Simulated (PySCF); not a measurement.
```xyz
13

C     2.6573    0.7171   -0.4798
C     1.7291   -0.0486   -0.3348
C     0.7103   -0.8734   -0.1393
C    -0.5436   -0.4658    0.1631
C    -1.6109   -1.3406    0.1586
C    -2.6795   -1.9087    0.1831
S    -0.7729    1.3325    0.2923
O    -2.2143    1.4166    0.5883
O    -0.3675    1.8575   -1.0235
O     0.1010    1.7309    1.4673
H     3.5299    1.2773   -0.6940
H     0.8276   -1.9436   -0.2468
H    -3.6103   -2.4166    0.1895
```

Geometry: GFN2-xTB, MD frame at 250 fs, 300 K.

Theory: PySCF 2.14.0, PBE0/pcSseg-1, SCF density, gas phase, non-relativistic.

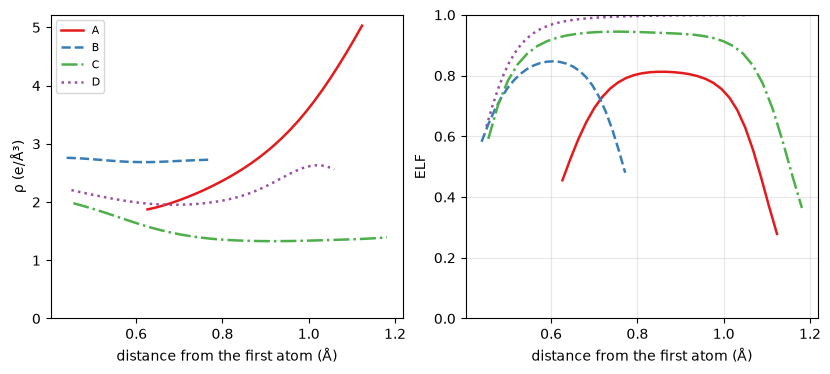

C6H3O3S (SMILES C#C/C=C(/C#C)S(=O)(=O)[O-]) (charge −1). Total electron density and ELF along straight lines between neighbouring atoms. The curves leave out the atomic cores.

Which curve belongs to which contact (C–C, C–H, C–S and S–O)? The first atom named is at distance zero.

Answer. Curve A: S–O (1.47 Å): the density is about 2.1 e/Å³ at the midpoint; the ELF peaks at about 0.80 between the atoms; a polar covalent bond. Curve B: C–C (1.21 Å): ρ at the midpoint is about 2.7 e/Å³; the ELF peaks at about 0.85 between the atoms: a multiple bond. Curve C: C–S (1.82 Å): ρ is about 1.3 e/Å³ halfway; the ELF peaks at about 0.95 between the atoms: a shared electron pair. Curve D: C–H (1.06 Å): ρ at the midpoint is about 2.1 e/Å³; the ELF climbs to about 1 towards the hydrogen, as it does in any bond to H (a covalent bond by its length).
